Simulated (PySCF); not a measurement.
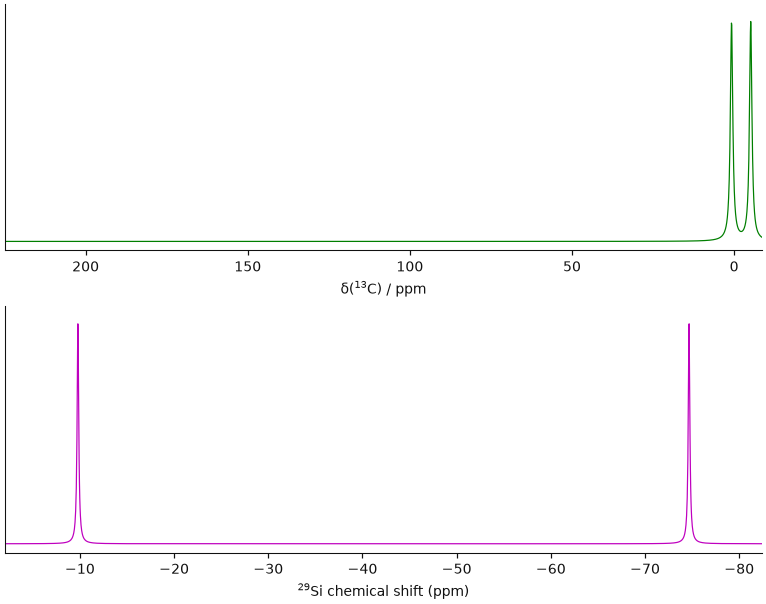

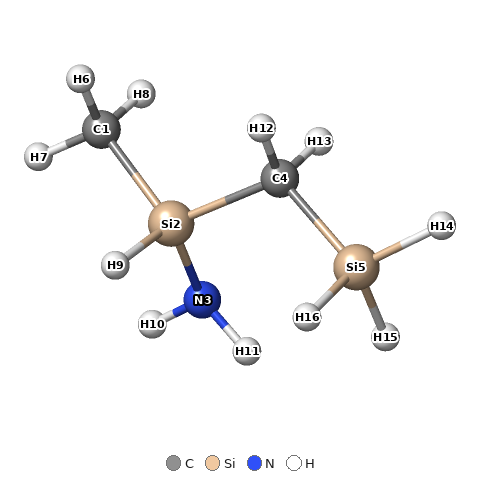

Spectrum and numbered structure of C₂H₁₁NSi₂, SMILES C[Si@@H](N)C[SiH3]. GIAO shifts, KT2/pcSseg-2 in PySCF, at a PBE0-D3(BJ)/def2-SVP geometry (no frequency check), against TMS for ¹³C and TMS for ²⁹Si computed at the same level. Gas phase, fully decoupled, line heights follow the number of nuclei, widths are arbitrary (no quadrupolar broadening); values of one conformer, averaged over nuclei that symmetry, rotation about single bonds or inversion at nitrogen exchange, these motions taken as fast; other conformers aren't averaged in.

Q: Which atoms give which ¹³C line?

A:
```csv
δ (ppm),nuclei,atoms
0.8,1,C1
−5.1,1,C4
```

Q: Which atoms give which ²⁹Si line?

A:
```tsv
δ (ppm)	nuclei	atoms
−9.8	1	Si2
−74.7	1	Si5
```
